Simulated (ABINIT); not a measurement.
Band structure of Mg2Ge (Fm-3m, 3 atoms in the cell).

```xyz
3
Lattice="0.0000 3.2024 3.2024 3.2024 0.0000 3.2024 3.2024 3.2024 0.0000" Properties=species:S:1:pos:R:3 pbc="T T T"
Mg     4.8037     4.8037     4.8037
Mg     1.6012     1.6012     1.6012
Ge     0.0000     0.0000     0.0000
```

Method: PBE, PAW (JTH v2.0 PBE PAW) (plane waves; ABINIT).

Settings: pseudos = [Mg.GGA_PBE-JTH.xml, Ge.GGA_PBE-JTH.xml]; ecut = 21 Ha; pawecutdg = 42 Ha; occopt = 3; tsmear = 0.136 eV; ngkpt = 6 6 6; nshiftk = 1; shiftk = 0 0 0; potentials = JTH v2.0 PBE PAW; kptopt = 1; nstep = 50; toldfe1 = 1e-09 Ha; ndtset = 2.

The starting cell comes from a database of computed structures (which also holds hypothetical and non-ambient phases and stackings), without a prior relaxation at this level. Its lattice was rescaled by a random factor within 2.5 % of one.

These are the values that this program gave, and no reference: the one-centre exchange-correlation terms come from a truncated expansion.

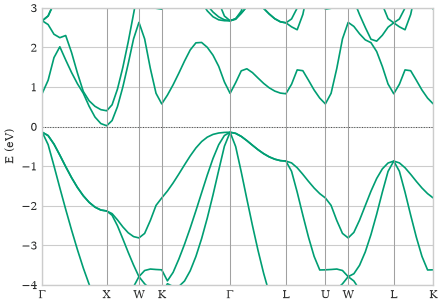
Bands along the path, energies from the Fermi level.

Levels in eV from the Fermi level, bands 14 to 21:
```
point     14     15     16     17    18    19    20    21
-----  -----  -----  -----  -----  ----  ----  ----  ----
Γ      -9.84  -0.14  -0.14  -0.14  0.84  2.68  2.68  2.68
X      -8.17  -4.64  -2.13  -2.13  0.02  0.40  7.70  7.70
W      -8.14  -3.79  -3.79  -2.81  2.63  3.57  3.62  3.62
K      -8.20  -4.21  -3.62  -1.80  0.57  2.97  5.85  5.93
L      -8.63  -4.95  -0.87  -0.87  0.83  2.62  2.62  4.67
U      -8.20  -4.21  -3.62  -1.80  0.57  2.97  5.85  5.93
```

No band crosses the Fermi level by more than 0.03 eV along this path.
